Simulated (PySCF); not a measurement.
**Run report: C₆H₁₆AlN, geometry relaxation (part 1 of 2)**

System: C₆H₁₆AlN (AlMe2(NHtBu)), SMILES [CH3][Al]([CH3])[NH]C(C)(C)C.
Method: PBE0-D3(BJ)/def2-SVP geometry optimisation, gas phase (PySCF 2.14.0).

It belongs to a series of runs on one base structure; here: one ligand: NMe2 to NHtBu.

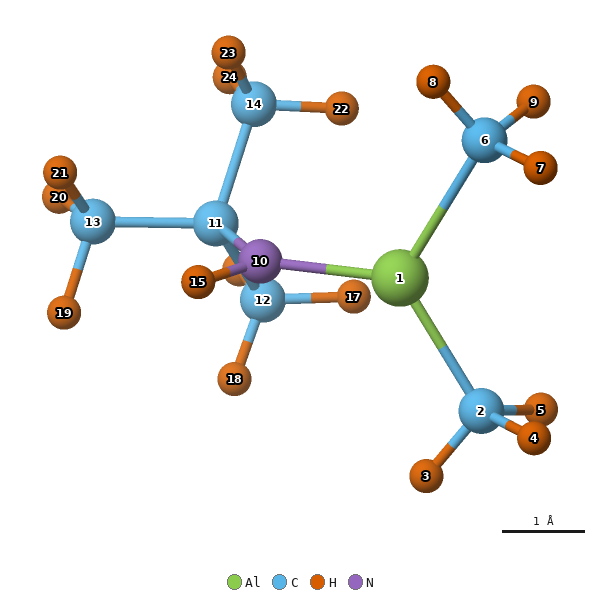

**Figure 1.** The input geometry (ball-and-stick view, seen at a tilt; atoms are numbered from 1 in the order of the input). Sticks mark near contacts.

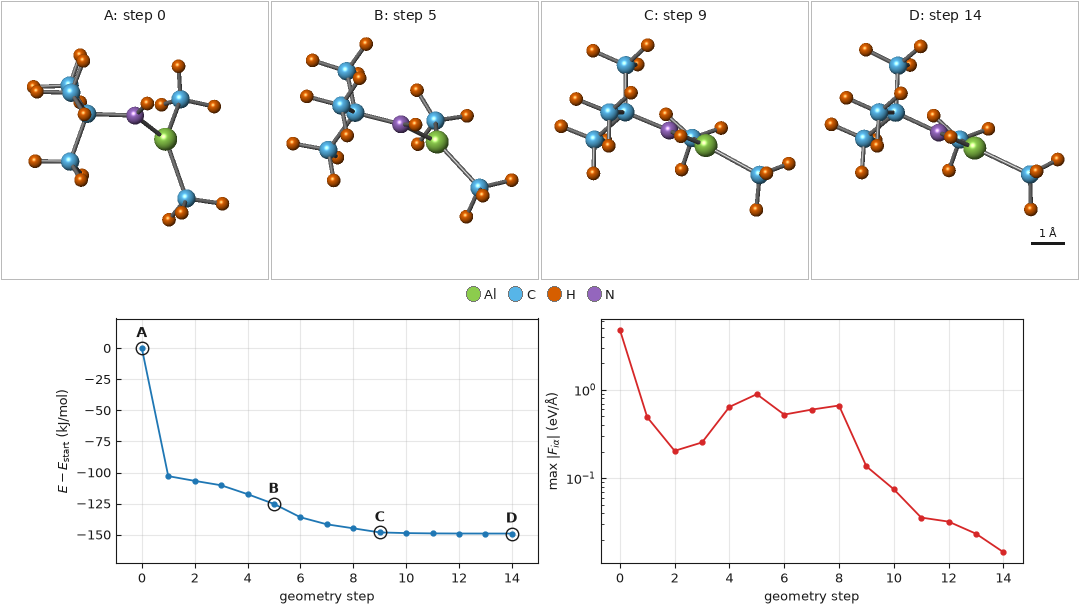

**Figure 2.** Frames of the relaxation (ball-and-stick view, seen at a tilt) above the curves, on which the letters mark them (steps are counted from 0).

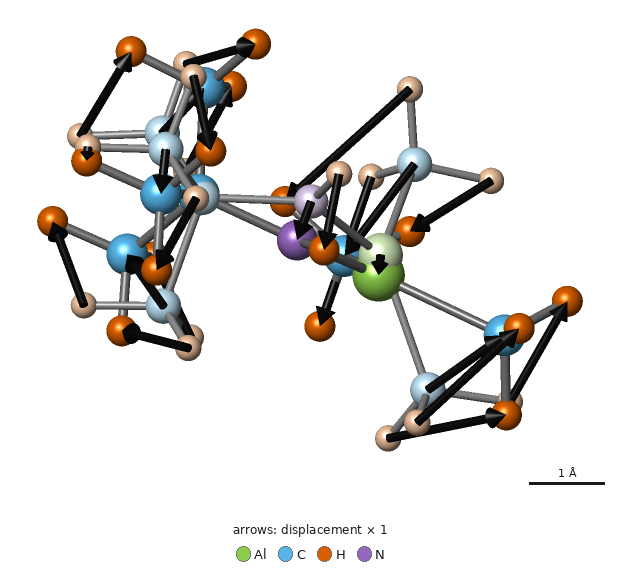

**Figure 3.** Start (faint) and end (solid) with the displacements as black arrows, at true length (ball-and-stick view, seen at a tilt). The two geometries are laid on each other by the best rigid fit. H8 moves most after the best rigid fit: 2.37 Å. Largest moves by element: H 2.37 Å, C 1.59 Å, N 0.56 Å, Al 0.28 Å. Distances before and after: Al1–C6 2.119 → 1.961 Å, C14–H23 0.988 → 1.100 Å, C13–H19 1.189 → 1.102 Å, C6–H8 1.037 → 1.101 Å. Among the angles that change: Al1–N10–H15 125.5° → 115.4°, C2–Al1–N10 125.3° → 116.0°, Al1–N10–C11 125.8° → 133.2°. After 14 geometry steps the energy has fallen by 149.1 kJ/mol. Largest force component: 4.8 eV/Å at the start, 0.015 eV/Å at the end. (Atoms are counted from 1 in the order of the input.)

These pictures come from the run below.

The input
```
{"job": {"xc": "PBE0", "basis": "def2-SVP", "d3": "d3bj", "grid": 1, "maxiter": 40, "shake": 0.03, "kind": "geom"}, "charge": 0, "multiplicity": 1}
Al     0.815350     1.110480     0.817940
C      2.741090     1.185060     0.773260
H      3.133410     0.213690     0.979090
H      3.255990     1.911100     1.504820
H      3.163130     1.489960    -0.215610
C     -0.232220     2.952370     0.773640
H      0.316000     3.674150     1.404540
H     -1.202130     2.875100     1.132220
H     -0.287250     3.396640    -0.160030
N     -0.150540    -0.371520     0.890020
C     -0.690750    -1.104830    -0.268260
C      0.515700    -1.422810    -1.216470
C     -1.434960    -2.356690     0.129110
C     -1.716570    -0.197420    -1.015640
H     -0.354920    -0.893320     1.720240
H      0.146730    -1.863320    -2.125280
H      1.016050    -0.464030    -1.500230
H      1.181180    -2.062810    -0.721180
H     -0.650120    -3.049630     0.691990
H     -1.810130    -2.913630    -0.684830
H     -2.230060    -2.159220     0.795010
H     -1.148030     0.666660    -1.331320
H     -2.487600     0.062140    -0.454950
H     -2.047030    -0.678620    -1.958120
```

The first line tells a small driver script what to run in PySCF; the rest is the geometry in Å.

Command:
```bash
OMP_NUM_THREADS=2 python <driver script> task.json out
```

Log
```
step   0  E = -534.70696580  max force = 0.093289
step   1  E = -534.74616067  max force = 0.009520
step   2  E = -534.74760954  max force = 0.003969
step   3  E = -534.74896012  max force = 0.004939
step   4  E = -534.75168141  max force = 0.012464
step   5  E = -534.75467482  max force = 0.017350
step   6  E = -534.75875773  max force = 0.010203
step   7  E = -534.76091856  max force = 0.011611
step   8  E = -534.76214513  max force = 0.012924
step   9  E = -534.76339671  max force = 0.002651
step  10  E = -534.76360869  max force = 0.001461
step  11  E = -534.76370160  max force = 0.000697
step  12  E = -534.76373598  max force = 0.000629
step  13  E = -534.76374334  max force = 0.000458
step  14  E = -534.76374966  max force = 0.000283
optimisation converged
```

Trajectory as extended XYZ (Å, eV, eV/Å), 15 frames, from step=0 to step=14
```
24
Properties=species:S:1:pos:R:3:forces:R:3 step=0 energy=-14550.11765
Al    0.8154    1.1105    0.8179   -1.0281   2.4426  -0.1046
C     2.7411    1.1851    0.7733    1.0302   1.8618   0.3334
H     3.1334    0.2137    0.9791    0.5961  -1.1845   0.2384
H     3.2560    1.9111    1.5048   -0.8610  -0.8428  -0.7648
H     3.1631    1.4900   -0.2156   -0.3598  -0.1373   0.2439
C    -0.2322    2.9524    0.7736    3.3043  -1.9424   1.6058
H     0.3160    3.6742    1.4045   -0.0055  -0.0330   0.0762
H    -1.2021    2.8751    1.1322   -2.3952  -0.3601   0.9882
H    -0.2873    3.3966   -0.1600   -0.0200   0.9922  -2.6060
N    -0.1505   -0.3715    0.8900   -0.7467  -1.2546  -0.4554
C    -0.6907   -1.1048   -0.2683    0.0428   1.0816  -0.8733
C     0.5157   -1.4228   -1.2165   -2.1243   1.9853   0.0136
C    -1.4350   -2.3567    0.1291    3.8672  -1.2162   1.8247
C    -1.7166   -0.1974   -1.0156    4.7971  -2.1823  -3.2479
H    -0.3549   -0.8933    1.7202    0.0612  -0.0902   0.6869
H     0.1467   -1.8633   -2.1253   -0.0995  -0.5213  -0.8517
H     1.0160   -0.4640   -1.5002   -0.0488  -0.4566   0.1729
H     1.1812   -2.0628   -0.7212    1.3991  -1.1453   0.8356
H    -0.6501   -3.0496    0.6920   -1.6120   1.0265  -0.9094
H    -1.8101   -2.9136   -0.6848   -0.4946  -0.7415  -1.4436
H    -2.2301   -2.1592    0.7950   -1.2427   0.4341   1.1134
H    -1.1480    0.6667   -1.3313    0.0153   0.9166  -0.1749
H    -2.4876    0.0621   -0.4550   -3.9561   1.3544   3.0206
H    -2.0470   -0.6786   -1.9581   -0.1189   0.0131   0.2781
24
Properties=species:S:1:pos:R:3:forces:R:3 step=1 energy=-14551.18420
Al    0.7930    1.1549    0.8228   -0.2397   0.4895  -0.0045
C     2.7424    1.1953    0.8341    0.3087  -0.2095   0.0615
H     3.1633    0.2023    1.0718    0.0059   0.0618  -0.0399
H     3.1800    1.9153    1.5438   -0.0865   0.0612   0.1055
H     3.1556    1.4890   -0.1477   -0.1052  -0.0410  -0.0728
C    -0.1850    2.8663    0.7251    0.2920  -0.1640   0.1255
H     0.3329    3.6035    1.3648   -0.0887   0.0716  -0.0475
H    -1.2228    2.7597    1.0779   -0.0015   0.0398  -0.0643
H    -0.2015    3.2908   -0.2933   -0.0416   0.0054  -0.0014
N    -0.1607   -0.3694    0.8964   -0.0814  -0.4468  -0.1115
C    -0.6802   -1.0682   -0.2836   -0.1384   0.4065  -0.0184
C     0.4664   -1.3907   -1.2562   -0.2670   0.0792   0.1314
C    -1.3597   -2.3547    0.1558    0.0814  -0.2555   0.0844
C    -1.6998   -0.1636   -1.0134    0.4491  -0.3473  -0.1686
H    -0.3463   -0.8850    1.7505    0.1273   0.0638  -0.0433
H     0.0996   -1.8638   -2.1820    0.0494  -0.0611   0.0503
H     0.9686   -0.4543   -1.5533    0.1486  -0.0181  -0.0156
H     1.1960   -2.0458   -0.7608    0.1063  -0.0028  -0.0828
H    -0.6467   -3.0188    0.6753    0.0282   0.0822  -0.0355
H    -1.7528   -2.9152   -0.7043   -0.1117   0.0168  -0.0128
H    -2.1813   -2.1451    0.8581   -0.0805   0.0292  -0.0744
H    -1.2127    0.7695   -1.3470   -0.0758   0.0521   0.1413
H    -2.5335    0.0818   -0.3480   -0.1300   0.0980   0.0388
H    -2.0724   -0.6541   -1.9272   -0.1491  -0.0109   0.0546
24
Properties=species:S:1:pos:R:3:forces:R:3 step=2 energy=-14551.22363
Al    0.8047    1.1814    0.8277   -0.0913   0.0421  -0.0299
C     2.7603    1.2012    0.9120    0.1205  -0.1533   0.1066
H     3.1771    0.2083    1.1536   -0.0031   0.0559  -0.0197
H     3.1585    1.9219    1.6459   -0.0339   0.0229   0.0186
H     3.1905    1.5004   -0.0610   -0.0585  -0.0035  -0.0325
C    -0.1368    2.8942    0.7043    0.0384   0.0180   0.0158
H     0.3451    3.6399    1.3610   -0.0436   0.0304  -0.0282
H    -1.1944    2.7989    1.0002    0.0290   0.0365  -0.0432
H    -0.1093    3.3178   -0.3163   -0.0177  -0.0186   0.0289
N    -0.1435   -0.3613    0.8528   -0.0424  -0.1687  -0.0926
C    -0.6918   -1.0704   -0.3048   -0.0267   0.2041  -0.0219
C     0.4319   -1.3881   -1.3027   -0.0535   0.0087   0.0073
C    -1.3395   -2.3701    0.1598   -0.0564  -0.0561  -0.0045
C    -1.7470   -0.1986   -1.0044    0.0937  -0.0503  -0.0555
H    -0.3007   -0.8834    1.7066    0.1348   0.0180   0.0679
H     0.0510   -1.8868   -2.2088    0.0182  -0.0288   0.0182
H     0.9302   -0.4589   -1.6327    0.0198   0.0012   0.0139
H     1.1941   -2.0276   -0.8317   -0.0061   0.0134  -0.0232
H    -0.6002   -3.0133    0.6596    0.0620  -0.0289   0.0298
H    -1.7589   -2.9370   -0.6866   -0.0145   0.0389   0.0331
H    -2.1517   -2.1629    0.8762    0.0001  -0.0021  -0.0487
H    -1.3009    0.7511   -1.3467   -0.0283   0.0120   0.0586
H    -2.5653    0.0411   -0.3088    0.0084   0.0144  -0.0319
H    -2.1610   -0.6983   -1.8954   -0.0490  -0.0061   0.0328
24
Properties=species:S:1:pos:R:3:forces:R:3 step=3 energy=-14551.26038
Al    0.8244    1.1780    0.8300    0.0337  -0.2256   0.0330
C     2.7759    1.1711    1.0582   -0.1184   0.0117   0.1324
H     3.1801    0.1918    1.3590   -0.0077   0.0110   0.0052
H     3.1096    1.9276    1.7896    0.0527  -0.0122  -0.0501
H     3.2466    1.4347    0.0935    0.0031   0.0239   0.0077
C    -0.0830    2.8910    0.5740   -0.1031   0.0749  -0.1550
H     0.3305    3.6812    1.2230    0.0212  -0.0203   0.0149
H    -1.1659    2.8186    0.7679    0.0281  -0.0019   0.0120
H     0.0277    3.2629   -0.4620    0.0156  -0.0171   0.0255
N    -0.1050   -0.3845    0.8374    0.0609   0.2131  -0.0306
C    -0.7027   -1.0612   -0.3100   -0.0495  -0.1144   0.0984
C     0.3710   -1.3231   -1.3723    0.1570  -0.0560  -0.0970
C    -1.2918   -2.3990    0.1423   -0.0929   0.0901  -0.0414
C    -1.8141   -0.2027   -0.9157   -0.2540   0.1837   0.1043
H    -0.1940   -0.9205    1.6925    0.1210  -0.0970  -0.0108
H    -0.0383   -1.8182   -2.2679   -0.0213   0.0276  -0.0057
H     0.8429   -0.3804   -1.7058   -0.0724   0.0230   0.0056
H     1.1788   -1.9548   -0.9688   -0.0724   0.0127   0.0426
H    -0.5071   -3.0364    0.5779   -0.0073  -0.0304   0.0165
H    -1.7536   -2.9395   -0.6998    0.0617   0.0091   0.0262
H    -2.0771   -2.2323    0.8988    0.0616  -0.0211   0.0076
H    -1.4261    0.7804   -1.2313    0.0211  -0.0313  -0.0485
H    -2.5976   -0.0054   -0.1621    0.1046  -0.0533  -0.0725
H    -2.2889   -0.6797   -1.7883    0.0565  -0.0002  -0.0201
24
Properties=species:S:1:pos:R:3:forces:R:3 step=4 energy=-14551.33443
Al    0.8729    1.1744    0.8216    0.1040  -0.4922   0.1712
C     2.7684    1.1503    1.3669   -0.4264   0.2200   0.0507
H     3.1281    0.1997    1.7813    0.0077  -0.0644   0.0461
H     2.9793    1.9662    2.0810    0.1541  -0.0657  -0.0806
H     3.3450    1.3530    0.4456    0.0804   0.0424   0.0646
C     0.0568    2.8763    0.3195   -0.1903   0.1000  -0.4199
H     0.3452    3.7291    0.9542    0.0846  -0.0741   0.1077
H    -1.0440    2.8299    0.3025   -0.0122  -0.0276   0.0874
H     0.3498    3.1644   -0.7085    0.0532  -0.0155   0.0244
N    -0.0211   -0.4138    0.7730    0.2037   0.6409   0.0654
C    -0.7272   -1.0502   -0.3281   -0.0496  -0.4374   0.0871
C     0.2194   -1.2039   -1.5204    0.3549  -0.0518  -0.2463
C    -1.1918   -2.4486    0.1084   -0.1226   0.2734  -0.0581
C    -1.9421   -0.2309   -0.7408   -0.5718   0.3569   0.3905
H     0.0188   -0.9846    1.6094    0.1220  -0.2072  -0.0776
H    -0.2605   -1.6916   -2.3841   -0.0780   0.0753  -0.0139
H     0.6141   -0.2281   -1.8635   -0.1798   0.0133   0.0305
H     1.1043   -1.8065   -1.2556   -0.1058  -0.0171   0.1230
H    -0.3260   -3.0605    0.4065   -0.0683  -0.0507   0.0164
H    -1.7373   -2.9581   -0.7017    0.1309  -0.0270  -0.0206
H    -1.8954   -2.3622    0.9529    0.1164  -0.0336   0.0732
H    -1.6595    0.7971   -1.0185    0.0677  -0.0631  -0.1932
H    -2.6340   -0.1162    0.1180    0.1766  -0.1125  -0.1185
H    -2.5211   -0.6861   -1.5597    0.1485   0.0176  -0.1096
24
Properties=species:S:1:pos:R:3:forces:R:3 step=5 energy=-14551.41588
Al    0.9150    1.1801    0.7973    0.0279  -0.5530   0.3149
C     2.6847    1.1408    1.6767   -0.5811   0.3787  -0.2376
H     2.9668    0.2188    2.1932    0.0191  -0.1484   0.1011
H     2.7862    2.0052    2.3570    0.2060  -0.1080  -0.0578
H     3.3781    1.2846    0.8271    0.1639   0.0554   0.1447
C     0.2451    2.8692    0.0728   -0.1223   0.0249  -0.5669
H     0.4202    3.7693    0.6804    0.0977  -0.0918   0.2109
H    -0.8291    2.8446   -0.1659   -0.0997  -0.0556   0.1056
H     0.7315    3.0813   -0.8986    0.0916  -0.0209   0.0200
N     0.0569   -0.4229    0.6834    0.3351   0.8922   0.1683
C    -0.7504   -1.0417   -0.3504   -0.0064  -0.6604  -0.0261
C     0.0415   -1.0793   -1.6574    0.4154   0.0377  -0.3670
C    -1.0711   -2.4931    0.0588   -0.0969   0.3907  -0.0364
C    -2.0537   -0.2892   -0.5590   -0.6722   0.3435   0.6915
H     0.2315   -1.0221    1.4829    0.0571  -0.2428  -0.1208
H    -0.5068   -1.5680   -2.4782   -0.1270   0.0927  -0.0010
H     0.3341   -0.0667   -1.9980   -0.2259  -0.0291   0.0695
H     0.9885   -1.6314   -1.5379   -0.0738  -0.0509   0.1687
H    -0.1356   -3.0577    0.2085   -0.1391  -0.0490   0.0196
H    -1.6912   -2.9908   -0.7013    0.1433  -0.0592  -0.1016
H    -1.6692   -2.4946    0.9835    0.1448  -0.0354   0.1290
H    -1.8798    0.7712   -0.7943    0.0779  -0.0338  -0.3019
H    -2.6324   -0.2631    0.3877    0.1866  -0.1284  -0.1286
H    -2.7187   -0.7448   -1.3085    0.1780   0.0511  -0.1980
```
